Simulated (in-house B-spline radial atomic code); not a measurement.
# Pt²⁺: ionisation energy by several methods

How far do functionals differ on the ionisation energy of Pt²⁺? Each run solves Pt²⁺ and then the next ion ([Xe] 4f14 5d7).

Program: in-house B-spline radial atomic code version 1. Level of theory: Dirac-Coulomb, several functionals; spherical all-electron atom at the radial basis limit. These are calculated values, not measurements, unless marked.

## (1) What is computed

```
element       : platinum (Z = 78)
charge        : +2
electrons     : 76
configuration : [Xe] 4f14 5d8
nucleus       : Fermi, rms radius 5.427 fm
```

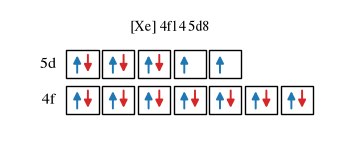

The shells outside the core, filled by Hund's rule for the drawing.

The boxes only draw the filling; these runs are spin-restricted and spherical.

## (2) AM05

Settings, as recorded:

```ini
Z = 78
electrons = 76.0
configuration = [Xe] 4f14 5d8
hamiltonian = dirac
method = am05
spin_polarised = False
nucleus = fermi
rms_radius = 5.427
mass_number = 195
atomic_mass = 194.964794325
speed_of_light = 137.035999084
```

## (3) BLYP

The settings differ from step 2 so:

```diff
@@ -4,3 +4,3 @@
 hamiltonian = dirac
-method = am05
+method = b88,lyp
 spin_polarised = False
```

## (4) LDA (VWN5)

The settings differ from step 3 so:

```diff
@@ -4,3 +4,3 @@
 hamiltonian = dirac
-method = b88,lyp
+method = lda,vwn
 spin_polarised = False
```

## (5) exchange-only LDA

The settings differ from step 4 so:

```diff
@@ -4,3 +4,3 @@
 hamiltonian = dirac
-method = lda,vwn
+method = lda,
 spin_polarised = False
```

## (6) OLYP

The settings differ from step 5 so:

```diff
@@ -4,3 +4,3 @@
 hamiltonian = dirac
-method = lda,
+method = optx,lyp
 spin_polarised = False
```

## (7) BP86

The settings differ from step 6 so:

```diff
@@ -4,3 +4,3 @@
 hamiltonian = dirac
-method = optx,lyp
+method = b88,p86
 spin_polarised = False
```

**Question.** The tabulated ionisation energy is 29 ± 1.6 eV (tabulated theoretical; NIST Atomic Spectra Database). What does each method give, and which comes nearest?

As calculated:

| method | rung | total energy (hartree) | ΔSCF (eV) | with Breit, QED, recoil (eV) | −ε highest (eV) | corrected ΔSCF less tabulated (eV) |
| --- | --- | --- | --- | --- | --- | --- |
| LDA (VWN5) | LDA | -18431.5048 | 32.519 | 32.525 | 25.576 (5d5/2) | +3.525 |
| exchange-only LDA | LDA | -18423.4267 | 30.981 | 30.987 | 24.096 (5d5/2) | +1.987 |
| AM05 | GGA | -18431.8984 | 32.241 | 32.247 | 25.293 (5d5/2) | +3.247 |
| BLYP | GGA | -18442.8226 | 32.104 | 32.111 | 25.180 (5d5/2) | +3.111 |
| OLYP | GGA | -18448.3248 | 32.242 | 32.249 | 25.256 (5d5/2) | +3.249 |
| BP86 | GGA | -18443.9688 | 32.333 | 32.339 | 25.402 (5d5/2) | +3.339 |

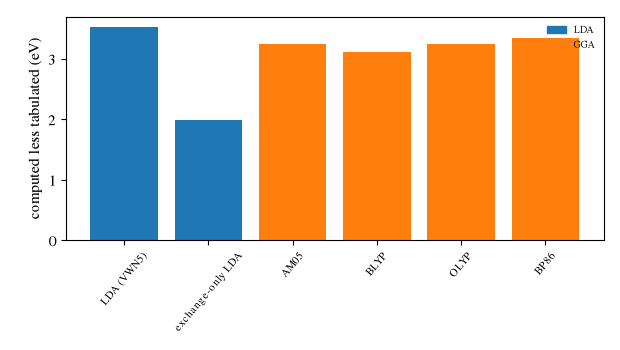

Error of each method against the tabulated value; one colour a rung.

What this shows: The tabulated ionisation energy is 29 ± 1.6 eV (tabulated theoretical; NIST Atomic Spectra Database). exchange-only LDA comes nearest (+1.987 eV) and LDA (VWN5) is farthest (+3.525 eV, 12 %). Open shells are averaged (over orientations, and over spins where the run is restricted), while tables refer to the lowest levels. For the semilocal functionals minus the highest level recovers only 78 to 79 % of their own ΔSCF value, a mark of self-interaction.
